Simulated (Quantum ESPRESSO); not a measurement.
A computed N K-edge spectrum of one site in a crystal of Cs, N and Ni. Method: Quantum ESPRESSO XSpectra, PBE, excited-electron core hole (neutral cell) in a small cell, dipole transitions, broadening that rises with energy.

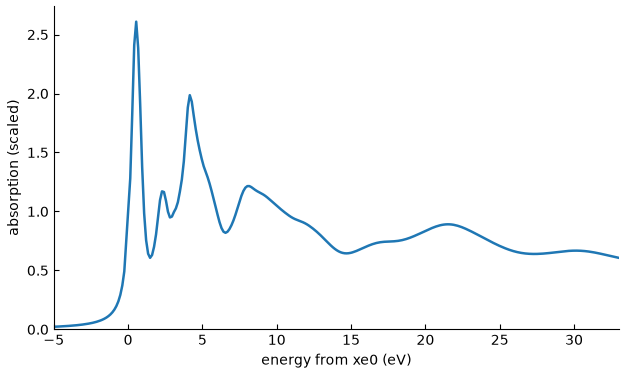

Energy from the energy zero of the input (xe0, at the border of filled and empty states); intensity scaled to a mean of 1 over the first 20 eV.

Which coordination does this site have?

A K edge sees empty p states; the first features are N p mixed into the empty d states of the Ni neighbours, and the broad ones above probably into the cations' higher empty bands. It is atom 3 of CsNiN (P-6m2), with 2 Ni at 1.72 Å (linear, site symmetry -6m2). Its main maxima below 24 eV lie at 0.5 eV (2.61), 2.3 eV (1.17), 4.2 eV (1.99), 8.2 eV (1.21) and 21.5 eV (0.89). A near-edge spectrum doesn't fix the structure by itself; it is matched against candidates. The starting moments shrank to 0.18 μB or less, so this is hardly a magnetic state. The holes are only 5.5 Å apart, so the shape is probably not converged with cell size; no larger cell was run here. Lifetime broadening is put in by hand, and intensities beyond about 20 eV depend on it and on the partial waves. The structure is a computed Materials Project entry and may be a hypothetical form.

[Hosts, paths, dates, database ids (printed as entryN), source tags and the programs' standing remarks are cut or masked in the printed files.]

[Lists of maxima count a maximum above −3 eV only where it reaches 4 % of the highest in the window and stands out from its surroundings by 2 % of it (1.5 % where it reaches 55 %); shoulders and weaker maxima are passed over, and of the rest the first, up to two pre-edge ones and the few strongest are named.]
